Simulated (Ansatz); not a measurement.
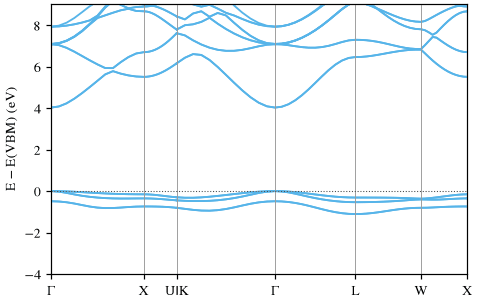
Figure. Band structure from PBE with spin–orbit coupling (plane waves, PAW; program Ansatz)

Question: Read off the gap and where the band edges lie.

Answer: About 4.0 eV (4.03 eV by a search for the band edges); maximum at Γ, minimum at Γ.

The material is RbBr (rock salt, Fm-3m).

The cell was relaxed with PBE under the symmetry of its start; phonons on a q-mesh show no instability.

Potentials: the later of the program's two PAW sets.
